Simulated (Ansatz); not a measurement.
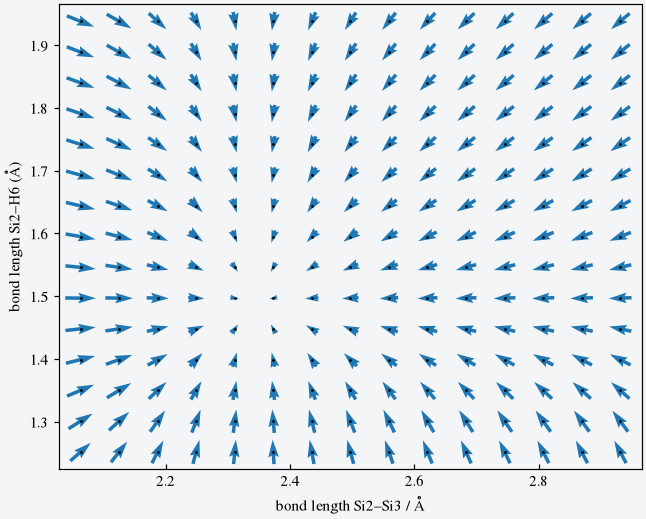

F₃H₃Si₂, SMILES F[SiH2][SiH](F)F. The first coordinate is: bond length Si2–Si3; the second: bond length Si2–H6. Nothing is relaxed (all other coordinates rigid). The scan uses a 15 × 15 grid. Points are written as (first, second). Method: Ansatz, RKS PBE0-D4/def2-SVP.

Drawn: dots at the grid points, arrows along the force (downhill), their lengths compressed.

Question: The arrows alone are given. Where is the energy lowest?

Answer: The arrows converge at about (2.344 Å, 1.491 Å) (read from the interpolated surface).

The energy map of the same scan:

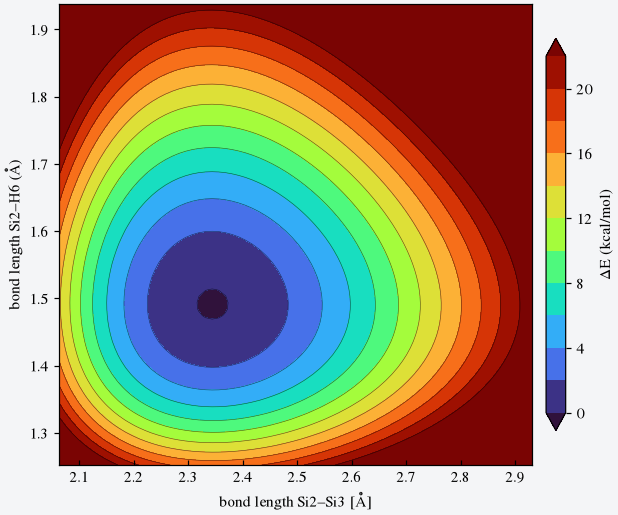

Energies are in kcal/mol, from the lowest grid point; between grid points the surface is interpolated.
